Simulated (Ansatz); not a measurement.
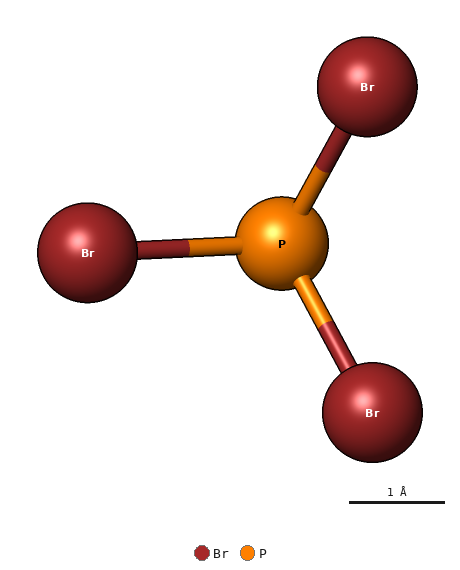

**Figure 1.** The starting structure (ball-and-stick view, seen on its broad side). Bond lengths as drawn: Br–P 2.22 Å.

# PBr$_{3}$: molecular dynamics (part 1 of 2)

System: PBr$_{3}$, SMILES BrP(Br)Br.
Method: RKS PBE-d3bjatm/def2-SVP (Ansatz 0.2.0).

The geometry comes from this level: PBE0-D4/def2-TZVP. Figures and captions count atoms from 1; the log counts them from 0 in places.

The program's output:
```
Functional definition: PBE
  name "PBE"
  cite "Perdew, Burke & Ernzerhof, Phys. Rev. Lett. 77, 3865 (1996) doi:10.1103/PhysRevLett.77.3865"
  parent pbe
  parameter kappa = 0.804
  parameter beta = 0.06672455060314922
  exchange = pbe_x(kappa = kappa, mu = beta*pi^2/3)
  correlation = pbe_c(beta = beta)
1242 factors; their error is unknown
mean field evaluation 1: about -219365.1532 eV, gradient 1.5e1 eV
mean field evaluation 2: about -219363.7757 eV, gradient 2.5e1 eV
mean field evaluation 4: about -219365.6549 eV, gradient 3.9e-1 eV
mean field evaluation 8: about -219365.4960 eV, gradient 8.8e-2 eV
mean field evaluation 16: about -219365.4960 eV, gradient 6.3e-5 eV
mean field -219365.49596627 eV, -8061.5332854869 hartree, gradient 6.3e-5 eV, S^2 0.000000; 0 other end points of the search recorded, 0 dependent functions left out
the calculation of the forces begins
reference -219365.49599566 eV, -8061.5332865670 hartree; 60, 60 occupied and 54, 54 virtual orbitals, 1242 factors
md step     0: t =     0.00 fs  T =  1000.0 K  F+E_penalty+E_count = -219365.68544046 eV  E_kin = 0.258520 eV  conserved = -219365.42692047 eV  (25 SCF iters)
these checks for a lower state are left out or cut short: starts, cluster_reference, orbital_swaps, neighbouring_geometries, increment
1242 factors; their error is unknown
mean field -219365.50030202 eV, -8061.5334448226 hartree, gradient 2.8e-5 eV, S^2 0.000000; 0 other end points of the search recorded, 0 dependent functions left out
the calculation of the forces begins
reference -219365.50033142 eV, -8061.5334459031 hartree; 60, 60 occupied and 54, 54 virtual orbitals, 1242 factors
md step     1: t =     0.50 fs  T =  1016.4 K  F+E_penalty+E_count = -219365.68967515 eV  E_kin = 0.262754 eV  conserved = -219365.42692146 eV  (25 SCF iters)
[... from here on the SCF iterations and repeated set-up lines of each step are left out, up to the last step ...]
md step     2: t =     1.00 fs  T =  1031.5 K  F+E_penalty+E_count = -219365.69358866 eV  E_kin = 0.266665 eV  conserved = -219365.42692360 eV  (25 SCF iters)
md step     3: t =     1.50 fs  T =  1045.3 K  F+E_penalty+E_count = -219365.69716335 eV  E_kin = 0.270238 eV  conserved = -219365.42692434 eV  (25 SCF iters)
md step     4: t =     2.00 fs  T =  1057.8 K  F+E_penalty+E_count = -219365.70038740 eV  E_kin = 0.273460 eV  conserved = -219365.42692496 eV  (25 SCF iters)
md step     5: t =     2.50 fs  T =  1068.9 K  F+E_penalty+E_count = -219365.70324966 eV  E_kin = 0.276320 eV  conserved = -219365.42692545 eV  (25 SCF iters)
md step     6: t =     3.00 fs  T =  1078.5 K  F+E_penalty+E_count = -219365.70574099 eV  E_kin = 0.278808 eV  conserved = -219365.42692582 eV  (25 SCF iters)
md step     7: t =     3.50 fs  T =  1086.6 K  F+E_penalty+E_count = -219365.70785428 eV  E_kin = 0.280917 eV  conserved = -219365.42692606 eV  (25 SCF iters)
md step     8: t =     4.00 fs  T =  1093.3 K  F+E_penalty+E_count = -219365.70958443 eV  E_kin = 0.282641 eV  conserved = -219365.42692624 eV  (26 SCF iters)
md step     9: t =     4.50 fs  T =  1098.5 K  F+E_penalty+E_count = -219365.71092826 eV  E_kin = 0.283978 eV  conserved = -219365.42692629 eV  (26 SCF iters)
md step    10: t =     5.00 fs  T =  1102.1 K  F+E_penalty+E_count = -219365.71188448 eV  E_kin = 0.284926 eV  conserved = -219365.42692617 eV  (26 SCF iters)
md step    11: t =     5.50 fs  T =  1104.3 K  F+E_penalty+E_count = -219365.71245406 eV  E_kin = 0.285486 eV  conserved = -219365.42692612 eV  (26 SCF iters)
md step    12: t =     6.00 fs  T =  1105.0 K  F+E_penalty+E_count = -219365.71263919 eV  E_kin = 0.285661 eV  conserved = -219365.42692576 eV  (26 SCF iters)
md step    13: t =     6.50 fs  T =  1104.2 K  F+E_penalty+E_count = -219365.71244466 eV  E_kin = 0.285453 eV  conserved = -219365.42692556 eV  (26 SCF iters)
md step    14: t =     7.00 fs  T =  1101.9 K  F+E_penalty+E_count = -219365.71187612 eV  E_kin = 0.284871 eV  conserved = -219365.42692506 eV  (25 SCF iters)
md step    15: t =     7.50 fs  T =  1098.3 K  F+E_penalty+E_count = -219365.71094153 eV  E_kin = 0.283922 eV  conserved = -219365.42692447 eV  (25 SCF iters)
md step    16: t =     8.00 fs  T =  1093.2 K  F+E_penalty+E_count = -219365.70965078 eV  E_kin = 0.282614 eV  conserved = -219365.42692435 eV  (26 SCF iters)
md step    17: t =     8.50 fs  T =  1086.8 K  F+E_penalty+E_count = -219365.70801346 eV  E_kin = 0.280960 eV  conserved = -219365.42692351 eV  (25 SCF iters)
md step    18: t =     9.00 fs  T =  1079.1 K  F+E_penalty+E_count = -219365.70604243 eV  E_kin = 0.278970 eV  conserved = -219365.42692260 eV  (25 SCF iters)
md step    19: t =     9.50 fs  T =  1070.2 K  F+E_penalty+E_count = -219365.70375137 eV  E_kin = 0.276660 eV  conserved = -219365.42692179 eV  (27 SCF iters)
md step    20: t =    10.00 fs  T =  1060.0 K  F+E_penalty+E_count = -219365.70115462 eV  E_kin = 0.274043 eV  conserved = -219365.42692074 eV  (26 SCF iters)
md step    21: t =    10.50 fs  T =  1048.8 K  F+E_penalty+E_count = -219365.69826816 eV  E_kin = 0.271136 eV  conserved = -219365.42691961 eV  (26 SCF iters)
md step    22: t =    11.00 fs  T =  1036.5 K  F+E_penalty+E_count = -219365.69510886 eV  E_kin = 0.267956 eV  conserved = -219365.42691849 eV  (25 SCF iters)
md step    23: t =    11.50 fs  T =  1023.2 K  F+E_penalty+E_count = -219365.69169428 eV  E_kin = 0.264520 eV  conserved = -219365.42691729 eV  (26 SCF iters)
md step    24: t =    12.00 fs  T =  1009.0 K  F+E_penalty+E_count = -219365.68804291 eV  E_kin = 0.260848 eV  conserved = -219365.42691604 eV  (26 SCF iters)
md step    25: t =    12.50 fs  T =   994.0 K  F+E_penalty+E_count = -219365.68417388 eV  E_kin = 0.256958 eV  conserved = -219365.42691475 eV  (26 SCF iters)
md step    26: t =    13.00 fs  T =   978.1 K  F+E_penalty+E_count = -219365.68010718 eV  E_kin = 0.252871 eV  conserved = -219365.42691376 eV  (23 SCF iters)
md step    27: t =    13.50 fs  T =   961.7 K  F+E_penalty+E_count = -219365.67586231 eV  E_kin = 0.248606 eV  conserved = -219365.42691244 eV  (22 SCF iters)
md step    28: t =    14.00 fs  T =   944.5 K  F+E_penalty+E_count = -219365.67146009 eV  E_kin = 0.244185 eV  conserved = -219365.42691110 eV  (23 SCF iters)
md step    29: t =    14.50 fs  T =   926.9 K  F+E_penalty+E_count = -219365.66692126 eV  E_kin = 0.239628 eV  conserved = -219365.42690975 eV  (23 SCF iters)
md step    30: t =    15.00 fs  T =   908.9 K  F+E_penalty+E_count = -219365.66226669 eV  E_kin = 0.234957 eV  conserved = -219365.42690838 eV  (23 SCF iters)
md step    31: t =    15.50 fs  T =   890.4 K  F+E_penalty+E_count = -219365.65751738 eV  E_kin = 0.230192 eV  conserved = -219365.42690704 eV  (23 SCF iters)
md step    32: t =    16.00 fs  T =   871.7 K  F+E_penalty+E_count = -219365.65269422 eV  E_kin = 0.225356 eV  conserved = -219365.42690571 eV  (23 SCF iters)
md step    33: t =    16.50 fs  T =   852.8 K  F+E_penalty+E_count = -219365.64781800 eV  E_kin = 0.220467 eV  conserved = -219365.42690439 eV  (23 SCF iters)
md step    34: t =    17.00 fs  T =   833.8 K  F+E_penalty+E_count = -219365.64290930 eV  E_kin = 0.215549 eV  conserved = -219365.42690314 eV  (20 SCF iters)
md step    35: t =    17.50 fs  T =   814.7 K  F+E_penalty+E_count = -219365.63798841 eV  E_kin = 0.210619 eV  conserved = -219365.42690195 eV  (20 SCF iters)
md step    36: t =    18.00 fs  T =   795.7 K  F+E_penalty+E_count = -219365.63307528 eV  E_kin = 0.205700 eV  conserved = -219365.42690080 eV  (20 SCF iters)
md step    37: t =    18.50 fs  T =   776.8 K  F+E_penalty+E_count = -219365.62818938 eV  E_kin = 0.200810 eV  conserved = -219365.42689967 eV  (20 SCF iters)
md step    38: t =    19.00 fs  T =   758.0 K  F+E_penalty+E_count = -219365.62335002 eV  E_kin = 0.195969 eV  conserved = -219365.42689891 eV  (20 SCF iters)
md step    39: t =    19.50 fs  T =   739.6 K  F+E_penalty+E_count = -219365.61857494 eV  E_kin = 0.191195 eV  conserved = -219365.42689785 eV  (20 SCF iters)
md step    40: t =    20.00 fs  T =   721.4 K  F+E_penalty+E_count = -219365.61388227 eV  E_kin = 0.186505 eV  conserved = -219365.42689683 eV  (20 SCF iters)
md step    41: t =    20.50 fs  T =   703.7 K  F+E_penalty+E_count = -219365.60928908 eV  E_kin = 0.181918 eV  conserved = -219365.42689585 eV  (20 SCF iters)
md step    42: t =    21.00 fs  T =   686.4 K  F+E_penalty+E_count = -219365.60481174 eV  E_kin = 0.177449 eV  conserved = -219365.42689492 eV  (20 SCF iters)
md step    43: t =    21.50 fs  T =   669.6 K  F+E_penalty+E_count = -219365.60046581 eV  E_kin = 0.173114 eV  conserved = -219365.42689404 eV  (20 SCF iters)
md step    44: t =    22.00 fs  T =   653.4 K  F+E_penalty+E_count = -219365.59626605 eV  E_kin = 0.168927 eV  conserved = -219365.42689321 eV  (26 SCF iters)
md step    45: t =    22.50 fs  T =   637.9 K  F+E_penalty+E_count = -219365.59222631 eV  E_kin = 0.164903 eV  conserved = -219365.42689243 eV  (20 SCF iters)
md step    46: t =    23.00 fs  T =   623.0 K  F+E_penalty+E_count = -219365.58835959 eV  E_kin = 0.161055 eV  conserved = -219365.42689172 eV  (20 SCF iters)
md step    47: t =    23.50 fs  T =   608.8 K  F+E_penalty+E_count = -219365.58467790 eV  E_kin = 0.157394 eV  conserved = -219365.42689105 eV  (20 SCF iters)
md step    48: t =    24.00 fs  T =   595.4 K  F+E_penalty+E_count = -219365.58119234 eV  E_kin = 0.153932 eV  conserved = -219365.42689045 eV  (20 SCF iters)
md step    49: t =    24.50 fs  T =   582.9 K  F+E_penalty+E_count = -219365.57791300 eV  E_kin = 0.150679 eV  conserved = -219365.42688992 eV  (20 SCF iters)
these checks for a lower state are left out or cut short: starts, cluster_reference, orbital_swaps, neighbouring_geometries, increment
1242 factors; their error is unknown
mean field -219365.39088082 eV, -8061.5294236677 hartree, gradient 5.0e-5 eV, S^2 0.000000; 0 other end points of the search recorded, 0 dependent functions left out
the calculation of the forces begins
reference -219365.39091087 eV, -8061.5294247722 hartree; 60, 60 occupied and 54, 54 virtual orbitals, 1242 factors
1242 factors; their error is unknown
mean field -219365.39088082 eV, -8061.5294236677 hartree, gradient 5.0e-5 eV, S^2 0.000000; 1 other end points of the search recorded, 0 dependent functions left out
the calculation of the forces begins
reference -219365.39091087 eV, -8061.5294247722 hartree; 60, 60 occupied and 54, 54 virtual orbitals, 1242 factors
md step    50: t =    25.00 fs  T =   571.1 K  F+E_penalty+E_count = -219365.57484896 eV  E_kin = 0.147643 eV  conserved = -219365.42688945 eV  (26 SCF iters)
```

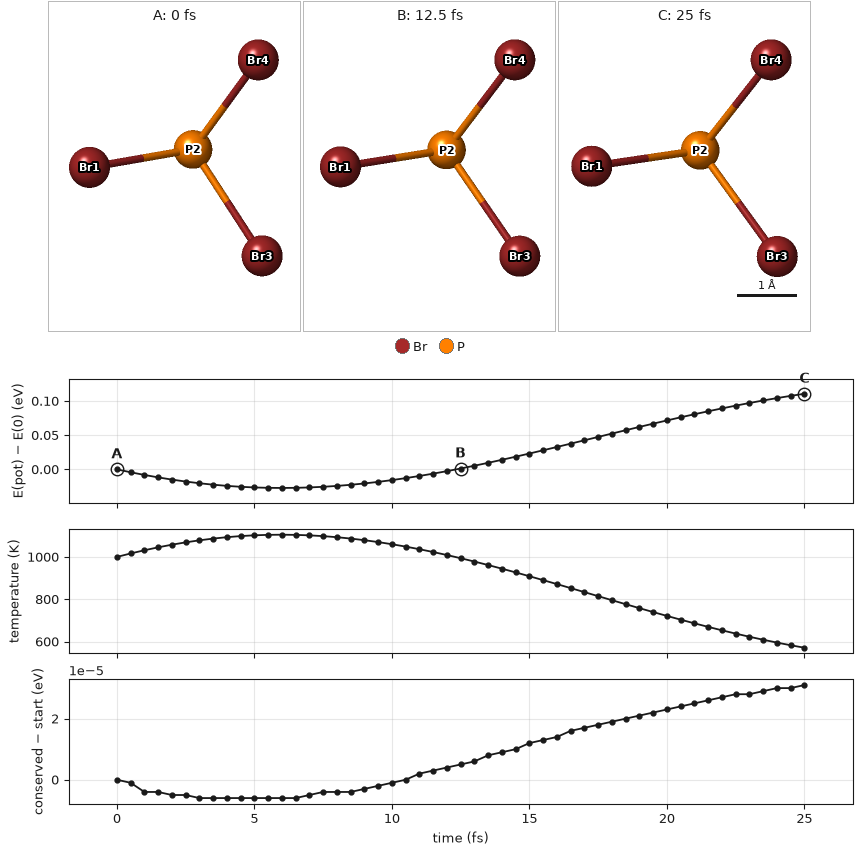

**Figure 2.** Frames of the molecular dynamics (ball-and-stick, seen at a tilt) above the curves, on which the letters mark them. The trajectory kept here has 51 frames over 25 fs. The temperature starts at 1000 K, ranges from 571 to 1105 K and averages 773 K over the second half. The potential energy ends 0.111 eV above its first value. The conserved quantity stays within 3.7e-05 eV. After an unweighted best fit of the last frame on the first, the root-mean-square displacement is 0.10 Å.

```
Total energy: -219365.57487901 eV, -8061.5361854767 hartree
Atom 0 at    -0.219728     0.511038     2.059500 Å, force    -0.228136    -0.529466    -0.877664 eV/Å
Atom 1 at    -0.699868    -0.484946    -0.033867 Å, force     1.190202     1.066045     0.090312 eV/Å
Atom 2 at     1.317291    -1.468727    -0.600518 Å, force    -0.625808     0.084941     0.316918 eV/Å
Atom 3 at    -0.441748     1.393797    -1.408567 Å, force    -0.336258    -0.621521     0.470435 eV/Å
Dipole moment:    -0.118189    -0.123089    -0.031869 e Å
```

Trajectory as extended XYZ (Å, eV, eV/Å), 42 of the 51 frames kept, from step=0 to step=50:
```
4
Properties=species:S:1:pos:R:3:forces:R:3 step=0 time_fs=0.0 energy=-219365.68544 temperature=1000.0
Br   -0.1870    0.4611    1.9380    0.0643   0.2106   0.5750
P    -0.6279   -0.4052   -0.0609   -0.5382  -0.3474  -0.0524
Br    1.2820   -1.4467   -0.5166    0.4912  -0.3441  -0.1387
Br   -0.4671    1.3908   -1.3605   -0.0173   0.4808  -0.3840
4
Properties=species:S:1:pos:R:3:forces:R:3 step=1 time_fs=0.5 energy=-219365.68968 temperature=1016.4
Br   -0.1876    0.4622    1.9405    0.0547   0.1886   0.5305
P    -0.6298   -0.4074   -0.0604   -0.4934  -0.3026  -0.0423
Br    1.2827   -1.4470   -0.5183    0.4643  -0.3334  -0.1285
Br   -0.4665    1.3909   -1.3615   -0.0256   0.4473  -0.3597
4
Properties=species:S:1:pos:R:3:forces:R:3 step=2 time_fs=1.0 energy=-219365.69359 temperature=1031.5
Br   -0.1882    0.4633    1.9430    0.0450   0.1666   0.4861
P    -0.6316   -0.4096   -0.0600   -0.4480  -0.2577  -0.0325
Br    1.2834   -1.4473   -0.5200    0.4369  -0.3226  -0.1182
Br   -0.4659    1.3910   -1.3624   -0.0340   0.4138  -0.3353
4
Properties=species:S:1:pos:R:3:forces:R:3 step=4 time_fs=2.0 energy=-219365.70039 temperature=1057.8
Br   -0.1893    0.4655    1.9481    0.0256   0.1226   0.3980
P    -0.6355   -0.4141   -0.0591   -0.3557  -0.1684  -0.0137
Br    1.2848   -1.4480   -0.5235    0.3812  -0.3009  -0.0976
Br   -0.4646    1.3912   -1.3644   -0.0511   0.3466  -0.2867
4
Properties=species:S:1:pos:R:3:forces:R:3 step=5 time_fs=2.5 energy=-219365.70325 temperature=1068.9
Br   -0.1899    0.4666    1.9506    0.0159   0.1007   0.3544
P    -0.6375   -0.4164   -0.0587   -0.3090  -0.1240  -0.0047
Br    1.2856   -1.4484   -0.5252    0.3529  -0.2899  -0.0872
Br   -0.4640    1.3913   -1.3654   -0.0597   0.3132  -0.2625
4
Properties=species:S:1:pos:R:3:forces:R:3 step=6 time_fs=3.0 energy=-219365.70574 temperature=1078.5
Br   -0.1905    0.4677    1.9532    0.0062   0.0789   0.3113
P    -0.6395   -0.4187   -0.0583   -0.2621  -0.0798   0.0040
Br    1.2863   -1.4487   -0.5269    0.3244  -0.2790  -0.0768
Br   -0.4634    1.3914   -1.3664   -0.0684   0.2799  -0.2385
4
Properties=species:S:1:pos:R:3:forces:R:3 step=7 time_fs=3.5 energy=-219365.70785 temperature=1086.6
Br   -0.1911    0.4688    1.9557   -0.0035   0.0572   0.2685
P    -0.6415   -0.4209   -0.0579   -0.2150  -0.0360   0.0123
Br    1.2871   -1.4491   -0.5286    0.2957  -0.2680  -0.0663
Br   -0.4628    1.3916   -1.3674   -0.0772   0.2468  -0.2145
4
Properties=species:S:1:pos:R:3:forces:R:3 step=9 time_fs=4.5 energy=-219365.71093 temperature=1098.5
Br   -0.1923    0.4711    1.9609   -0.0228   0.0144   0.1845
P    -0.6456   -0.4255   -0.0570   -0.1204   0.0504   0.0279
Br    1.2886   -1.4499   -0.5321    0.2379  -0.2461  -0.0453
Br   -0.4616    1.3919   -1.3694   -0.0947   0.1813  -0.1672
4
Properties=species:S:1:pos:R:3:forces:R:3 step=10 time_fs=5.0 energy=-219365.71188 temperature=1102.1
Br   -0.1929    0.4722    1.9634   -0.0323  -0.0067   0.1434
P    -0.6476   -0.4278   -0.0566   -0.0731   0.0928   0.0352
Br    1.2894   -1.4503   -0.5338    0.2089  -0.2352  -0.0348
Br   -0.4610    1.3921   -1.3704   -0.1034   0.1491  -0.1438
4
Properties=species:S:1:pos:R:3:forces:R:3 step=11 time_fs=5.5 energy=-219365.71245 temperature=1104.3
Br   -0.1935    0.4733    1.9660   -0.0417  -0.0275   0.1028
P    -0.6497   -0.4301   -0.0561   -0.0259   0.1347   0.0422
Br    1.2902   -1.4507   -0.5355    0.1798  -0.2244  -0.0243
Br   -0.4604    1.3922   -1.3715   -0.1122   0.1172  -0.1207
```
